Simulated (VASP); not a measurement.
Band structure of Se (relaxed from the A7 structure, space group R-3m). These are r2SCAN meta-GGA, VASP's PBE PAW potentials (set 64) (plane waves; VASP) values and carry that method's errors.

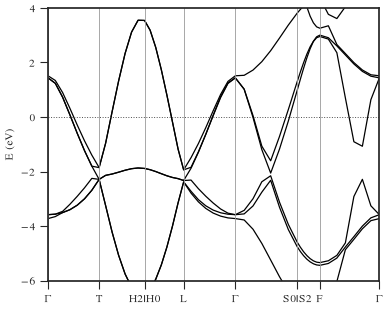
*Bands along high-symmetry lines, zero at the valence-band maximum or, without a gap, the Fermi level*

**Question.** Read the plot: is there a gap, and where are the band edges?

**Answer.** It has no gap at this level: it comes out as a metal or semimetal.

The structure was generated: Se was put into the A7 type (R-3m), which need not be its known phase. It was relaxed first, which changed the volume by +20 %.
